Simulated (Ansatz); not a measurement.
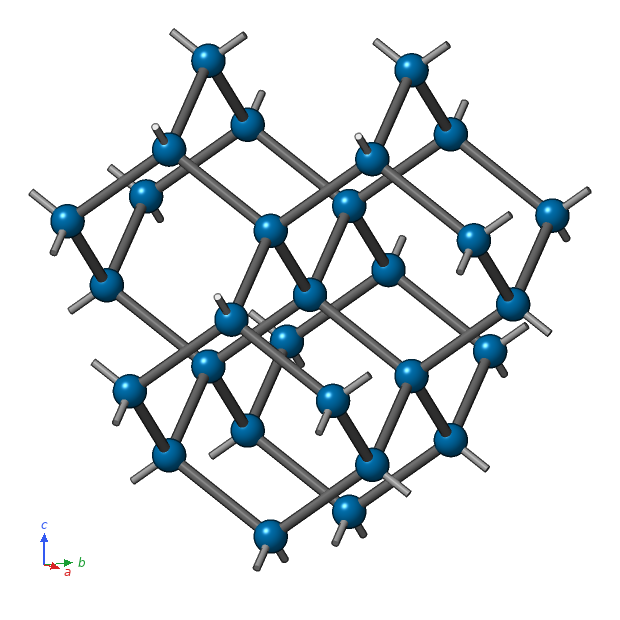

A cut-out of a periodic net derived from a crystal structure. Nodes are coloured by topological kind. Short stubs are edges that leave the cut-out.

**Classify the net: periodicity, connectivity, name.**

A uninodal 4-connected, three-periodic net. It is the dia net, known from diamond, zinc blende and cristobalite.

**Give point symbol and coordination sequence.**

6^6, sequence 4, 12, 24, 42, 64, 92.

Where the net comes from. The compound is SiC (space group F-43m, No. 216), taken as a calculation's input that goes back to an entry of the Crystallography Open Database (an earlier step may have relaxed or displaced it). Bonds are taken as C–Si below 2.1 Å. Atoms with one bond or none are removed and atoms with two bonds are replaced by edges, until no such atom is left. Si and C are 4-connected nodes.
